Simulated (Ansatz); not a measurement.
FGaH$_{2}$OSi$_{2}$

Input

```
crystal:
  periodic: [false, false, false]
  atoms:
    - {symbol: F, position_ang: [-0.869467, -0.346627, 0.818554]}
    - {symbol: Ga, position_ang: [3.095293, -1.422456, 1.034754]}
    - {symbol: O, position_ang: [1.531442, -0.755493, 1.990515]}
    - {symbol: Si, position_ang: [0.665093, 0.151351, 0.972733]}
    - {symbol: Si, position_ang: [2.081602, 0.845859, -0.655671]}
    - {symbol: H, position_ang: [1.418245, 1.663366, -1.729177]}
    - {symbol: H, position_ang: [2.880392, 1.824805, 0.168716]}
basis:
  gaussian:
    orbitals: def2-TZVPD
hamiltonian:
  xc: pbe0
output:
  forces: true
  orbitals: {seedname: orbitals}
```

Launched as:

```sh
ansatz run input.yaml --threads 2 --pin off --max-ram 4350MiB --events-out events.jsonl --progress --plain --runs-dir runs
```

Geometry: r2SCAN-D4/def2-SVP.

Computed with isolated molecule in a Gaussian basis; Kohn-Sham density functional theory, functional PBE0 in Ansatz.

### What will maps of the electron density and electron localisation function show?

Si–O (1.62 Å): the density is about 1.3 e/Å³ at the midpoint; the ELF peaks at about 0.85 between the atoms, as expected for a short, strongly polar bond.
Si–Si (2.27 Å): ρ at the midpoint is about 0.61 e/Å³; the ELF peaks at about 0.95 between the atoms, as expected for a shared electron pair.
Si–H (1.50 Å): the density is about 0.77 e/Å³ at the midpoint; the ELF climbs to about 1 towards the hydrogen, as it does in any bond to H.

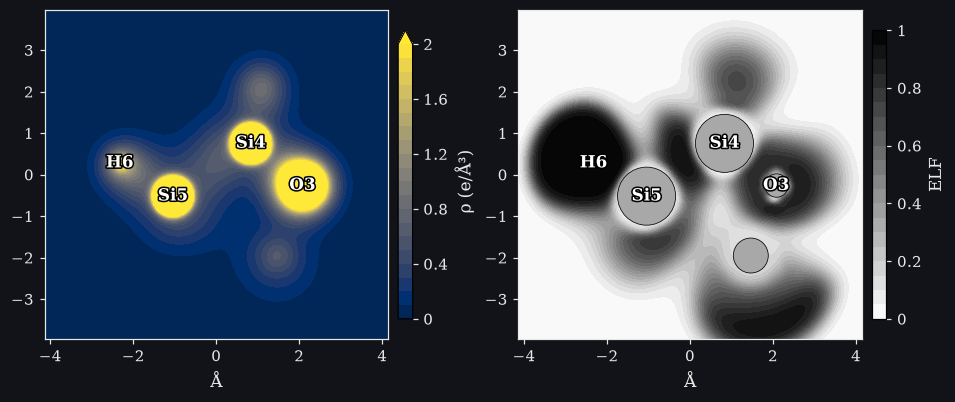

Computed electron density and electron localisation function on the plane of atoms Si4, Si5 and H6, in this order. Grey discs cover the atomic cores in the ELF map. 
